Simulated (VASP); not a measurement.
Band structure of Ti (relaxed from the bcc structure, space group Im-3m). Level of theory: r2SCAN meta-GGA, VASP's PBE PAW potentials (set 64) (plane waves; VASP 6.6.1).

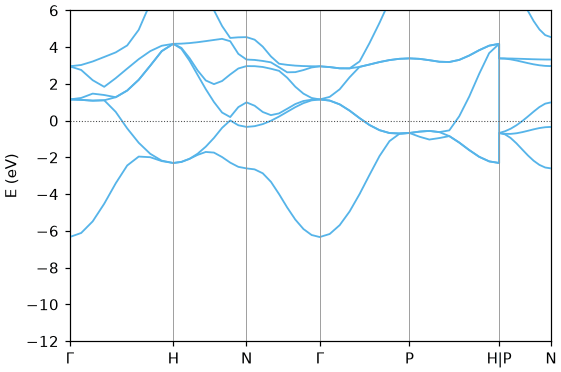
Figure: Bands along high-symmetry lines, zero at the valence-band maximum or, without a gap, the Fermi level

**Question.** Read the plot: is there a gap, and where are the band edges?

**Answer.** It has no gap at this level: it comes out as a metal or semimetal.

The structure was generated: Ti was put into the bcc type (Im-3m), which need not be its known phase. It was relaxed first.
